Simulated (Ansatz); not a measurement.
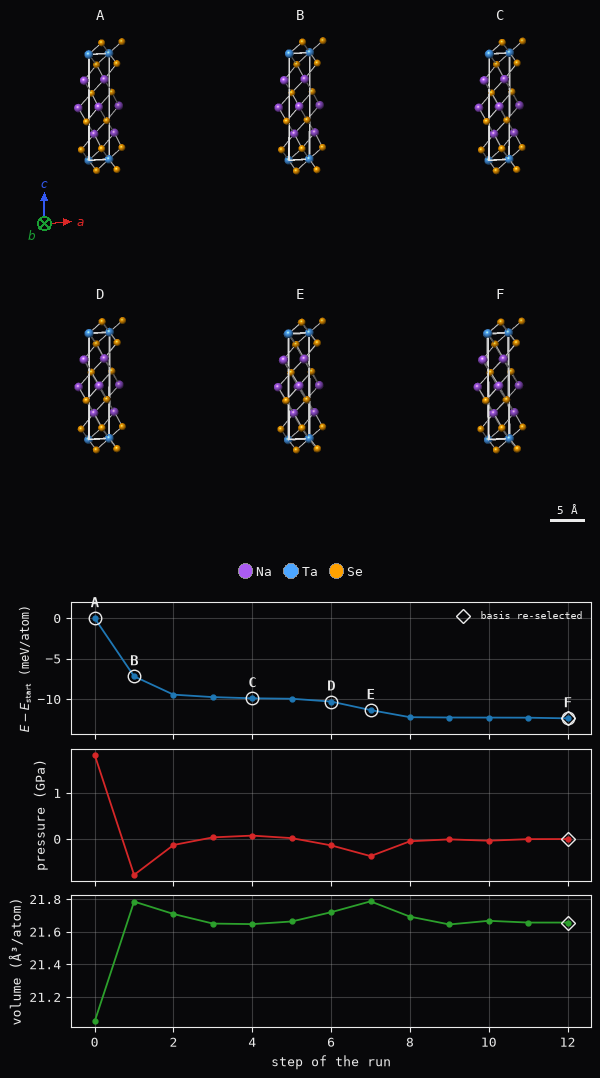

Frames of a relaxation of a crystal of Na₃TaSe₄ (built on the Mg3ZnO4-166 type type), marked on the history of the run. Style: ball-and-stick. Shown: the cell of the calculation, reduced to other axes, along the b axis. Lengths and directions refer to the drawn axes.

Case: shaken.

Computed with DFT, PBEsol, plane waves, PAW (Ansatz). Set-up: plane-wave cutoff 420 eV; k-point mesh 6 × 6 × 6; occupations fermi dirac; smearing width 0.05 eV; no spin polarisation; cell and atoms relaxed; force threshold 0.01 eV/Å; at most 120 steps.

What happens along the run?

Answer. The largest move relative to the cell is that of a Na atom, 0.083 Å in a general direction near −a. Largest moves by element: Na 0.083 Å, Ta 0.063 Å, Se 0.050 Å. The drawn cell changes as follows: a 3.494 → 3.485 Å (−0.3 %), b 3.510 → 3.485 Å (−0.7 %), c 15.929 → 15.909 Å (−0.1 %), α 84.1° → 86.2°, β 84.2° → 86.2°, γ 60.3° → 64.1°; the volume changes by +2.9 %. Near-neighbour distances that change, for instance: Se–Ta 2.514 → 2.626 Å, Se–Ta 2.552 → 2.626 Å, Na–Se 2.738 → 2.812 Å, Na–Se 2.773 → 2.844 Å. Among the angles between lasting bonds that change: Se–Ta–Se 96.3° → 90.4°, Na–Se–Na 105.5° → 99.7°, Se–Na–Se 107.4° → 101.6°. The space group (tolerance 0.01 Å) goes from P1 (No. 1) to C2/m (No. 12). Over 11 accepted moves (12 points after the start) the energy falls by 12.4 meV per atom. Largest force component: 0.59 eV/Å at the start, 0.00097 eV/Å at the end. Pressure: 1.84 GPa at the start and 0.00 GPa at the end. At 1 point the geometry stayed and the basis and grid were re-selected for the new cell (energy shift of 0.1 meV per atom at most each time). From step 0 to 1: a Se atom moves most (0.07 Å), volume +3.5 %, energy −7.2 meV per atom. From step 1 to 4: a Se atom moves most (0.05 Å), volume −0.6 %, energy −2.7 meV per atom. From step 4 to 6: Na and Se atoms move most (0.02 Å), volume +0.3 %, energy −0.4 meV per atom. From step 6 to 7: a Na atom moves most (0.03 Å), volume +0.3 %, energy −1.0 meV per atom. From step 7 to 12: a Se atom moves most (0.03 Å), volume −0.6 %, energy −1.0 meV per atom.

| step | E − E(0), meV/atom | largest force component, eV/Å | pressure, GPa | volume, Å³/atom | note |
| --- | --- | --- | --- | --- | --- |
| 0 | 0.00 | 0.5914 | 1.84 | 21.051 |  |
| 1 | -7.18 | 0.4943 | -0.78 | 21.786 |  |
| 2 | -9.44 | 0.0983 | -0.13 | 21.710 |  |
| 3 | -9.74 | 0.0330 | 0.04 | 21.651 |  |
| 4 | -9.89 | 0.0351 | 0.07 | 21.647 |  |
| 5 | -9.94 | 0.0213 | 0.02 | 21.664 |  |
| 6 | -10.30 | 0.0701 | -0.14 | 21.720 |  |
| 7 | -11.34 | 0.1701 | -0.37 | 21.787 |  |
| 8 | -12.22 | 0.0061 | -0.05 | 21.693 |  |
| 9 | -12.26 | 0.0186 | -0.01 | 21.645 |  |
| 10 | -12.27 | 0.0115 | -0.04 | 21.668 |  |
| 11 | -12.29 | 0.0012 | 0.00 | 21.657 |  |
| 12 | -12.37 | 0.0010 | 0.00 | 21.657 | same geometry, new basis |
